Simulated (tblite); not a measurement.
**Run report: C6H12BNSi, geometry relaxation (part 3 of 3)**

The same run, continued: C6H12BNSi; GFN2-xTB geometry optimisation, gas phase (tblite 0.8.0). It belongs to a series of runs on one base structure; here: H on B replaced by N-pyrrolidinyl.

Geometry of the input (Å):
```
Si 4.9017  -0.0873  0.8523
C  3.1735  0.2243  0.3317
C  2.0492  0.4175  0.0056
B  0.5901  0.6835  -0.4362
N  -0.5591  -0.0363  0.3109
C  -1.3675  -0.8562  -0.6048
C  -2.7388  -0.9703  0.0303
C  -2.8220  0.1880  1.0230
C  -1.4932  0.9097  0.9044
H  5.8014  0.3360  -0.2155
H  5.1792  0.6809  2.0722
H  5.0728  -1.5220  1.1209
H  0.3626  1.4201  -1.3103
H  -1.4692  -0.3819  -1.6095
H  -0.9022  -1.8502  -0.7200
H  -3.5420  -0.9069  -0.7236
H  -2.8292  -1.9386  0.5768
H  -3.6762  0.8542  0.7690
H  -2.9641  -0.2015  2.0583
H  -1.1306  1.2299  1.9121
H  -1.6454  1.8241  0.2692
```

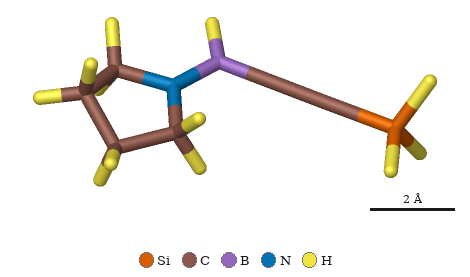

The geometry at step 162 of the log (stick view, seen at a tilt).

**Trajectory as extended XYZ, continued**
```
21
Properties=species:S:1:pos:R:3:forces:R:3 step=137 energy=-675.82923
Si    4.4736   -0.6682    0.3747    0.0110  -0.0010   0.0030
C     2.8649    0.2282    0.3714   -0.0040   0.0070  -0.0020
C     1.8015    0.8120    0.3684   -0.0020   0.0040   0.0070
B     0.4512    1.5076    0.3907   -0.0110  -0.0040   0.0050
N    -0.6831    0.7436    0.1960    0.0000  -0.0040   0.0000
C    -0.6835   -0.6918   -0.0497   -0.0090   0.0220  -0.0080
C    -2.1283   -1.1711    0.1695    0.0020  -0.0030   0.0020
C    -2.8287    0.0302    0.8064    0.0070  -0.0030  -0.0020
C    -2.0534    1.2078    0.2200    0.0090  -0.0010   0.0060
H     5.1984   -0.3386   -0.8573    0.0020  -0.0120   0.0020
H     5.2533   -0.2610    1.5483    0.0030   0.0060   0.0020
H     4.2073   -2.1119    0.4373    0.0040   0.0100  -0.0130
H     0.3544    2.6611    0.5856    0.0090  -0.0030   0.0020
H    -0.3494   -0.9006   -1.0726    0.0030  -0.0120   0.0140
H     0.0204   -1.1756    0.6316   -0.0090  -0.0090   0.0030
H    -2.5971   -1.4166   -0.7838    0.0030   0.0020  -0.0010
H    -2.1688   -2.0523    0.8064   -0.0090  -0.0180  -0.0150
H    -3.8908    0.0680    0.5733   -0.0050   0.0090   0.0120
H    -2.7059    0.0103    1.8901    0.0020   0.0080  -0.0050
H    -2.1436    2.1185    0.8116    0.0030   0.0070  -0.0110
H    -2.4013    1.4175   -0.8014   -0.0090  -0.0050  -0.0010
21
Properties=species:S:1:pos:R:3:forces:R:3 step=145 energy=-675.83059
Si    4.4872   -0.6558    0.3573    0.0160   0.0060   0.0260
C     2.8732    0.2306    0.3456    0.0030   0.0060   0.0050
C     1.8034    0.8023    0.3524    0.0070   0.0110   0.0120
B     0.4549    1.4995    0.3859   -0.0160  -0.0070  -0.0150
N    -0.6842    0.7368    0.2149    0.0000  -0.0050  -0.0050
C    -0.6844   -0.7033   -0.0059    0.0070   0.0130  -0.0030
C    -2.1407   -1.1694    0.1554    0.0250   0.0040  -0.0140
C    -2.8455    0.0291    0.7947    0.0150  -0.0060  -0.0170
C    -2.0525    1.2085    0.2360    0.0120  -0.0100  -0.0090
H     5.2230   -0.3368   -0.8701    0.0060   0.0110  -0.0060
H     5.2552   -0.2396    1.5382   -0.0150  -0.0140  -0.0330
H     4.2184   -2.0981    0.4138    0.0120  -0.0160   0.0070
H     0.3694    2.6560    0.5638   -0.0100   0.0140   0.0060
H    -0.2962   -0.9338   -1.0056   -0.0320  -0.0100   0.0420
H    -0.0198   -1.1791    0.7203   -0.0130  -0.0090   0.0010
H    -2.5776   -1.3895   -0.8192   -0.0160   0.0320  -0.0020
H    -2.2111   -2.0679    0.7657   -0.0130   0.0150   0.0070
H    -3.9017    0.0823    0.5374    0.0000  -0.0170   0.0280
H    -2.7466   -0.0019    1.8806    0.0050  -0.0190  -0.0090
H    -2.1397    2.1124    0.8396   -0.0060  -0.0110  -0.0160
H    -2.3936    1.4347   -0.7843    0.0140   0.0110  -0.0040
21
Properties=species:S:1:pos:R:3:forces:R:3 step=154 energy=-675.83576
Si    4.5186   -0.6266    0.3043    0.0190  -0.0180   0.0100
C     2.8995    0.2514    0.2971   -0.0210  -0.0120   0.0070
C     1.8169    0.7982    0.3307   -0.0320   0.0020  -0.0060
B     0.4609    1.4839    0.3710   -0.0280  -0.0050  -0.0130
N    -0.6842    0.7161    0.2649    0.0230  -0.0090   0.0100
C    -0.6902   -0.7357    0.1294    0.0180  -0.0100  -0.0060
C    -2.1647   -1.1605    0.1090    0.0290  -0.0150  -0.0040
C    -2.8831    0.0228    0.7543    0.0300   0.0050   0.0050
C    -2.0502    1.2053    0.2639    0.0250  -0.0110   0.0000
H     5.2722   -0.3204   -0.9175   -0.0280   0.0340   0.0200
H     5.2672   -0.2077    1.4950    0.0140   0.0000  -0.0220
H     4.2626   -2.0717    0.3618   -0.0030  -0.0110   0.0060
H     0.3750    2.6482    0.4936   -0.0080   0.0100  -0.0020
H    -0.1650   -1.0333   -0.7843   -0.0210  -0.0240   0.0270
H    -0.1546   -1.1821    0.9757   -0.0490   0.0150  -0.0330
H    -2.5125   -1.2890   -0.9180    0.0330   0.0030   0.0300
H    -2.3271   -2.0929    0.6479    0.0000   0.0180  -0.0340
H    -3.9285    0.0907    0.4590    0.0100   0.0260   0.0070
H    -2.8283   -0.0470    1.8416    0.0090   0.0020  -0.0020
H    -2.1450    2.0892    0.8954    0.0020   0.0000   0.0030
H    -2.3483    1.4780   -0.7579   -0.0220  -0.0010  -0.0040
21
Properties=species:S:1:pos:R:3:forces:R:3 step=162 energy=-675.84182
Si    4.5465   -0.6050    0.2812    0.0250   0.0180   0.0290
C     2.9070    0.2337    0.2807   -0.0370   0.0040   0.0200
C     1.8197    0.7714    0.3117    0.0250  -0.0090  -0.0360
B     0.4655    1.4578    0.3338   -0.0080   0.0090   0.0270
N    -0.6819    0.6894    0.2868   -0.0080  -0.0360  -0.0310
C    -0.7098   -0.7680    0.2236    0.0050   0.0240  -0.0410
C    -2.1836   -1.1483    0.0675   -0.0240   0.0120   0.0110
C    -2.9014    0.0228    0.7330   -0.0090   0.0260  -0.0080
C    -2.0410    1.2031    0.2897    0.0290   0.0160   0.0100
H     5.2794   -0.2549   -0.9405   -0.0200  -0.0050  -0.0020
H     5.2998   -0.1664    1.4619    0.0010  -0.0040  -0.0080
H     4.3285   -2.0553    0.3439    0.0060  -0.0160  -0.0140
H     0.3809    2.6278    0.4018    0.0020  -0.0120  -0.0090
H    -0.1019   -1.1299   -0.6107    0.0180   0.0120   0.0390
H    -0.2929   -1.1862    1.1478   -0.0110   0.0230  -0.0230
H    -2.4535   -1.1999   -0.9884    0.0040   0.0200  -0.0030
H    -2.4146   -2.1061    0.5273    0.0010  -0.0260   0.0260
H    -3.9393    0.1255    0.4213    0.0100  -0.0200   0.0070
H    -2.8664   -0.0819    1.8189   -0.0020   0.0020  -0.0190
H    -2.1209    2.0693    0.9491   -0.0230  -0.0220  -0.0010
H    -2.3290    1.5182   -0.7238    0.0160  -0.0160   0.0260
21
Properties=species:S:1:pos:R:3:forces:R:3 step=171 energy=-675.84378
Si    4.5479   -0.6062    0.2795    0.0050   0.0060  -0.0050
C     2.8985    0.2133    0.2937   -0.0040   0.0060   0.0010
C     1.8172    0.7633    0.3012   -0.0010   0.0030   0.0050
B     0.4661    1.4565    0.3205    0.0010   0.0030  -0.0050
N    -0.6828    0.6897    0.2887    0.0020  -0.0030   0.0020
C    -0.7104   -0.7672    0.2532   -0.0020   0.0010  -0.0040
C    -2.1794   -1.1468    0.0595    0.0020  -0.0050  -0.0040
C    -2.9074    0.0207    0.7194    0.0020   0.0020   0.0010
C    -2.0414    1.2044    0.2964    0.0020   0.0030   0.0030
H     5.2461   -0.2353   -0.9562    0.0060  -0.0050  -0.0020
H     5.3146   -0.1623    1.4487   -0.0010  -0.0020   0.0000
H     4.3593   -2.0615    0.3297   -0.0030  -0.0040   0.0000
H     0.3854    2.6276    0.3664    0.0020  -0.0100   0.0000
H    -0.0684   -1.1455   -0.5466   -0.0080   0.0020   0.0130
H    -0.3301   -1.1649    1.2020   -0.0020   0.0010  -0.0070
H    -2.4248   -1.1850   -1.0031    0.0050   0.0000   0.0060
H    -2.4213   -2.1086    0.5071    0.0050   0.0010  -0.0010
H    -3.9409    0.1213    0.3944    0.0010  -0.0020   0.0010
H    -2.8869   -0.0902    1.8047   -0.0090   0.0000  -0.0040
H    -2.1275    2.0588    0.9699   -0.0020   0.0000   0.0000
H    -2.3228    1.5349   -0.7127   -0.0030   0.0020   0.0000
21
Properties=species:S:1:pos:R:3:forces:R:3 step=179 energy=-675.84417
Si    4.5531   -0.5993    0.2648    0.0170  -0.0130  -0.0050
C     2.9023    0.2164    0.2817    0.0050  -0.0030  -0.0020
C     1.8178    0.7597    0.2922    0.0000   0.0070  -0.0010
B     0.4667    1.4512    0.3115    0.0030   0.0020   0.0090
N    -0.6823    0.6845    0.3028   -0.0050   0.0060  -0.0080
C    -0.7127   -0.7725    0.2888   -0.0070   0.0290   0.0010
C    -2.1759   -1.1462    0.0524    0.0050   0.0040  -0.0040
C    -2.9171    0.0182    0.7032    0.0050   0.0040  -0.0030
C    -2.0397    1.2046    0.3094   -0.0110  -0.0030   0.0030
H     5.2516   -0.2305   -0.9723   -0.0020  -0.0030   0.0160
H     5.3159   -0.1586    1.4376    0.0050   0.0080  -0.0060
H     4.3677   -2.0553    0.3170   -0.0050  -0.0020  -0.0060
H     0.3877    2.6225    0.3404   -0.0050   0.0030  -0.0030
H    -0.0433   -1.1635   -0.4813   -0.0150  -0.0020   0.0080
H    -0.3690   -1.1562    1.2568    0.0050  -0.0090   0.0080
H    -2.3902   -1.1720   -1.0169   -0.0070  -0.0030  -0.0050
H    -2.4336   -2.1111    0.4832    0.0040  -0.0120   0.0070
H    -3.9423    0.1220    0.3541   -0.0010   0.0050  -0.0080
H    -2.9262   -0.0996    1.7878    0.0070  -0.0090  -0.0020
H    -2.1282    2.0468    0.9987   -0.0020  -0.0090  -0.0080
H    -2.3111    1.5561   -0.6954    0.0050   0.0010   0.0100
21
Properties=species:S:1:pos:R:3:forces:R:3 step=188 energy=-675.84472
Si    4.5508   -0.6012    0.2423    0.0040  -0.0010  -0.0010
C     2.9037    0.2228    0.2693    0.0000  -0.0020   0.0020
C     1.8196    0.7670    0.2881   -0.0050   0.0020   0.0010
B     0.4663    1.4557    0.3096    0.0000   0.0000  -0.0010
N    -0.6814    0.6865    0.3263    0.0010  -0.0010  -0.0060
C    -0.7101   -0.7693    0.3434    0.0000   0.0000  -0.0010
C    -2.1602   -1.1488    0.0475    0.0030  -0.0080  -0.0020
C    -2.9286    0.0117    0.6727    0.0050  -0.0020   0.0000
C    -2.0406    1.2045    0.3233    0.0020   0.0030   0.0020
H     5.2466   -0.2320   -0.9955    0.0020  -0.0010   0.0030
H     5.3225   -0.1651    1.4112    0.0000  -0.0010  -0.0050
H     4.3552   -2.0562    0.2879    0.0000   0.0000   0.0010
H     0.3835    2.6272    0.3109   -0.0030   0.0010   0.0010
H    -0.0068   -1.1775   -0.3858    0.0020   0.0070   0.0060
H    -0.4131   -1.1330    1.3352   -0.0040  -0.0030  -0.0020
H    -2.3318   -1.1735   -1.0296   -0.0020   0.0010  -0.0020
H    -2.4293   -2.1163    0.4663   -0.0040   0.0000   0.0030
H    -3.9387    0.1178    0.2820    0.0030  -0.0040   0.0030
H    -2.9815   -0.1156    1.7550   -0.0030   0.0020  -0.0010
H    -2.1435    2.0284    1.0323    0.0030   0.0060   0.0040
H    -2.2916    1.5838   -0.6757   -0.0030   0.0000  -0.0040
```

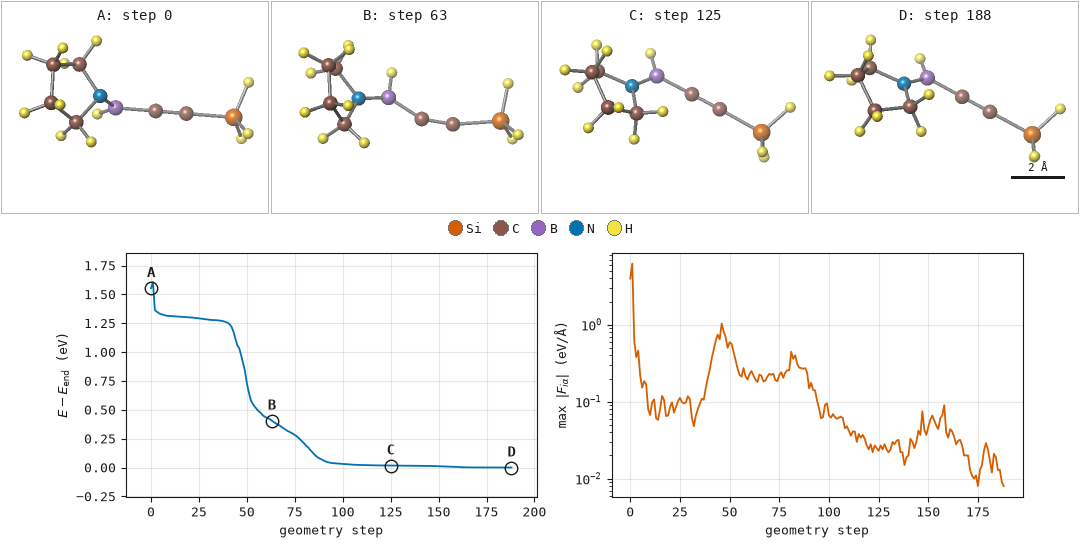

Frames of the relaxation (ball-and-stick view, seen at a tilt) above the curves, on which the letters mark them (steps are counted from 0).

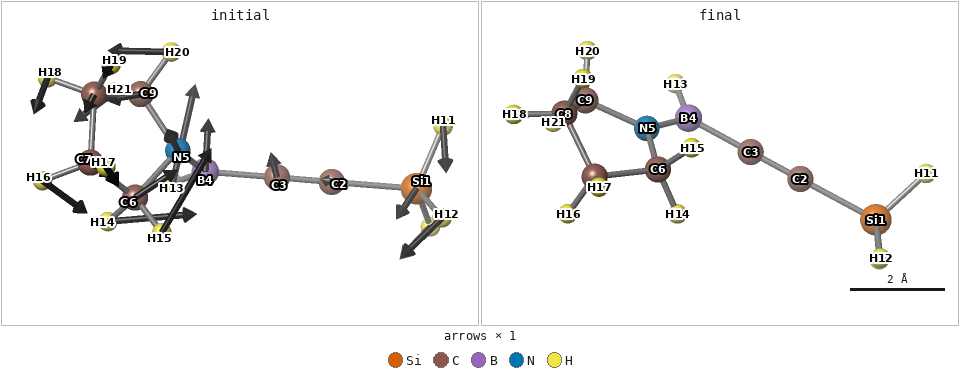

Before (left) and after (right) the relaxation, at one scale (ball-and-stick view, seen at a tilt). The black arrows give the displacements, at true length. The largest move after the best rigid fit is that of H13, 2.18 Å. Largest moves by element: H 2.18 Å, B 1.16 Å, C 1.10 Å, Si 0.84 Å, N 0.73 Å. Distances before and after: B4–N5 1.548 → 1.382 Å, C3–B4 1.548 → 1.519 Å, C2–C3 1.186 → 1.213 Å, C9–H21 1.124 → 1.098 Å. Among the angles that change: B4–N5–C6 111.5° → 125.0°, C6–N5–C9 105.3° → 109.7°, C7–C6–H14 109.1° → 112.9°. The energy falls by 1.554 eV in 188 geometry steps. The largest force component goes from 4 to 0.008 eV/Å. (Atoms are counted from 1 in the order of the input.)

**Summary**

| quantity | value |
| --- | --- |
| outcome | converged |
| total energy | −675.8447 eV |
| wall time | 1.3 s |
| peak memory | 0.18 GiB |
